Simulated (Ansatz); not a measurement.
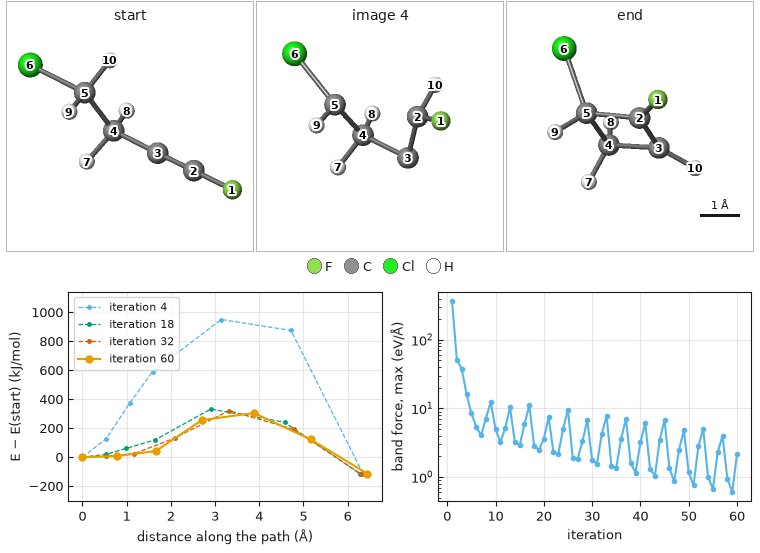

NEB run on C4H4ClF. Images are numbered from 0 (start) to 6 (end). The plot follows the band through its iterations. Style: ball-and-stick. Shown from a free direction.

Level of theory: Ansatz, RKS PBE/cc-pVDZ. Settings: 5 movable images; climbing image; force threshold 0.05 eV/Å; iteration limit 60; optimiser L-BFGS; starting path through a guess of the saddle point.

### How did the profile develop, and is the result final?

The result isn't final. The band hadn't converged when the run stopped after 60 iterations. The largest component of the band force went from 360 to 2.1 eV/Å. The barrier read from it is provisional: over the last two iterations the highest image moved from 306.8 kJ/mol to 304.9 kJ/mol. The first iteration put the highest image at 8042.4 kJ/mol. The highest point, image 4, lies 304.9 kJ/mol above the start and 419.0 kJ/mol above the end; the end is at −114.1 kJ/mol relative to the start.

Cost: 6.8 min on 2 threads of AMD EPYC 7R13 Processor (Zen 3) (shared host), peak memory 0.17 GiB.
